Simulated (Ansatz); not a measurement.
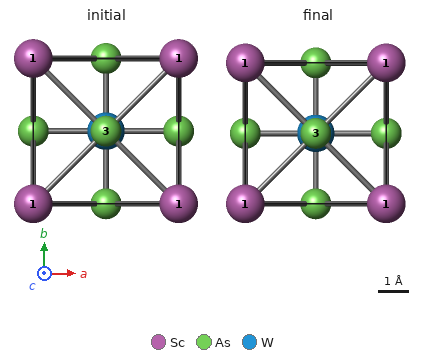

The structure of crystalline ScAs3W (built on the AlFe3C-221 type type) before (left) and after (right) a relaxation, at one scale.

A ball-and-stick model of the cell of the calculation, seen along the c axis.

Theory: DFT, PBEsol, plane waves, PAW in Ansatz 0.2.0.

The input:
```yaml
crystal:
  lattice:
    - [4.98177105, 0.0, 0.0]
    - [0.0, 4.98177105, 0.0]
    - [0.0, 0.0, 4.98177105]
  atoms:
    - { symbol: Sc, position: [0.0, 0.0, 0.0] }
    - { symbol: As, position: [0.0, 0.5, 0.5] }
    - { symbol: As, position: [0.5, 0.5, 0.0] }
    - { symbol: As, position: [0.5, 0.0, 0.5] }
    - { symbol: W, position: [0.5, 0.5, 0.5] }
kpoints:
  mp_grid: { grid: [4, 4, 4] }
hamiltonian:
  xc: pbesol
scf:
  occupations: { method: fermi_dirac, width: 0.03 }
relax:
  f_tol: 0.01
  cell: {}
  max_steps: 120
output:
  write_density: true
  write_potential: true
  elf: true
  volumetric_format: npy
```

Run as
```bash
ansatz run input.yaml --threads 2 --pin off --max-ram 2211MiB --backend cpu --events-out ev --progress --plain --runs-dir out
```

### Summarise the run.

After 4 accepted moves (6 points after the start) the energy has fallen by 57.1 meV per atom. All forces vanish by symmetry, so only the cell relaxes. The pressure goes from −7.70 to 0.00 GPa. At 2 points the geometry stayed and the basis and grid were re-selected for the new cell (energy shift of 0.3 meV per atom at most each time). No atom moves by more than 0.005 Å relative to the cell. The volume changes by −8.9 %, with a = b = c 4.982 → 4.830 Å (−3.0 %). Near-neighbour distances that change, for instance: Sc1–As2 3.523 → 3.415 Å, As2–W5 2.491 → 2.415 Å. The space group stays Pm-3m (No. 221). Cost: 12 s on 2 threads of Arm Neoverse V2 (shared host), peak memory 0.44 GiB.
